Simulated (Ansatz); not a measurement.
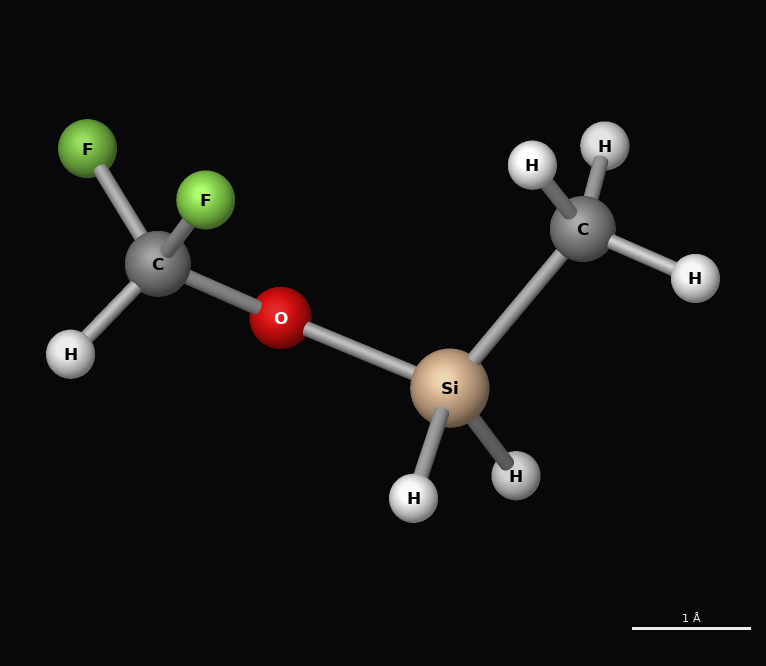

Rendered structure (ball-and-stick style).

**Which formula does it have?**

C₂H₆F₂OSi, 12 atoms: 2 carbon, 6 hydrogen, 2 fluorine, 1 oxygen and 1 silicon.

**Count the bonded pairs by element.**

4 C–H, 2 C–F, 2 Si–H, 1 C–Si, 1 O–Si, 1 C–O.

**What is its SMILES?**

C[SiH2]OC(F)F

**Does it have rings?**

It has no ring.

More results for the same structure follow; atom numbers are the same in all pictures, views and colours differ. The geometry was computed by an optimisation with PBE0-D4/def2-TZVP. No frequency run is at hand to confirm it as a minimum.

## Symmetry

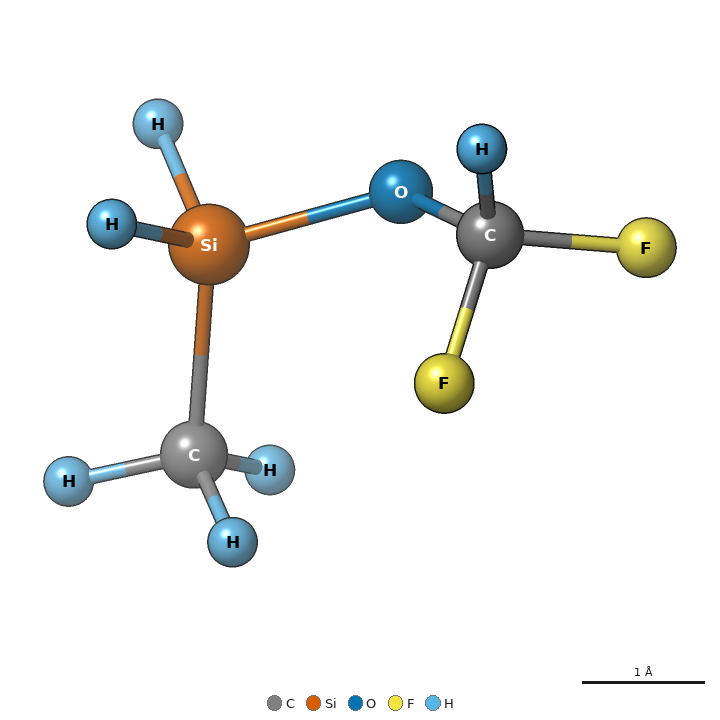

Atoms fade into the background with distance from the viewer. No frequency run is at hand to confirm it as a minimum. Masses are those of the most abundant isotopes; constants are for the rigid equilibrium geometry.

**What kind of rotor is it, and what are its rotational constants in GHz?**

An asymmetric top (C1): A = 5.36, B = 1.71, C = 1.54 GHz. Ray's parameter κ is −0.91, close to the prolate limit.

## Charges

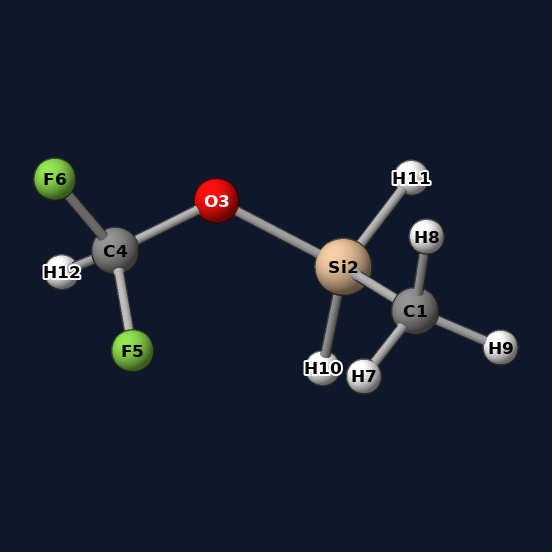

The questions are on Mulliken charges. No frequency run is at hand to confirm it as a minimum. Properties computed with RKS PBE0-D4/def2-TZVP (Ansatz 0.2.0).

**Which atom carries the highest charge (most positive or least negative)?**

Si2, C4 (0.37 e).

**And the lowest?**

C1 (−0.49 e).

Give the Mulliken charges atom by atom.

| atom | value (e) |
| --- | --- |
| C1 | −0.49 |
| Si2 | 0.37 |
| O3 | −0.32 |
| C4 | 0.37 |
| F5 | −0.20 |
| F6 | −0.18 |
| H7 | 0.16 |
| H8 | 0.15 |
| H9 | 0.14 |
| H10 | −0.03 |
| H11 | −0.03 |
| H12 | 0.08 |

## Dipole moment

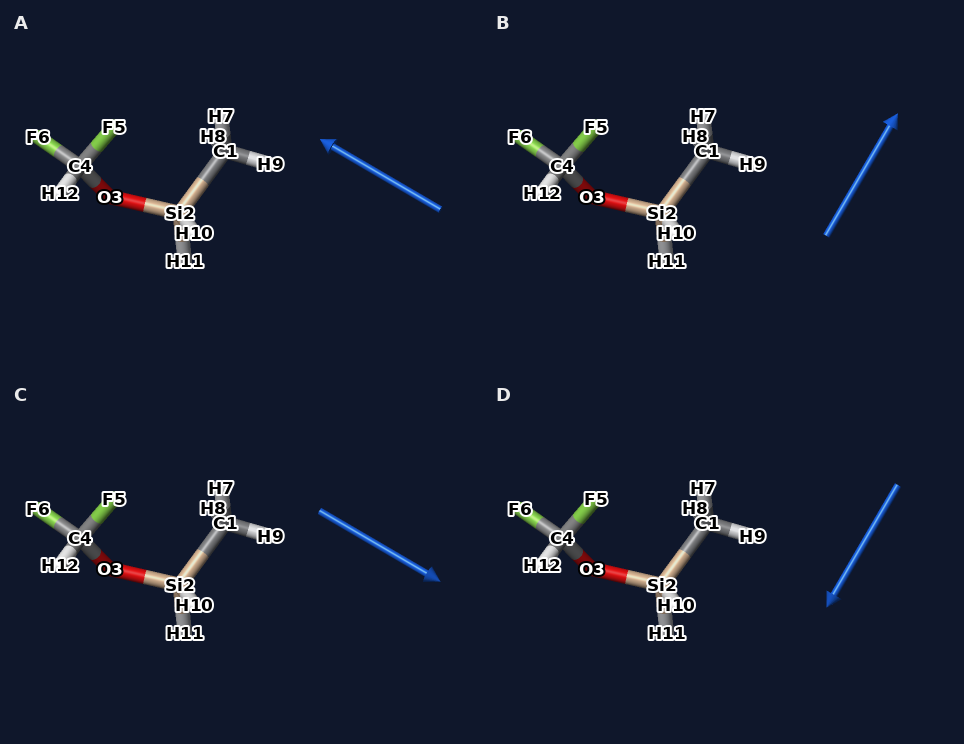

The same molecule four times, each with an arrow. No frequency run is at hand to confirm it as a minimum. Level of theory: RKS r2SCAN-D4/def2-TZVPP (Ansatz 0.2.0).

**Which arrow points along the dipole moment, from the negative to the positive end?**

C. The dipole moment is 1.68 D; it points from the side of F6 to the side of H9 (the outermost atoms at the two ends).

## Electronic properties

No frequency run is at hand to confirm it as a minimum. Level of theory: RKS PBE0-D4/def2-TZVPP (Ansatz 0.2.0).

What does the calculation give?

- HOMO energy (Kohn–Sham orbital): −8.91 eV
- LUMO energy (Kohn–Sham orbital): 0.59 eV
- HOMO–LUMO gap: 9.50 eV
- dispersion correction: −18.7 kJ/mol

Mulliken values depend strongly on the basis set and can even reverse the polarity of a bond.
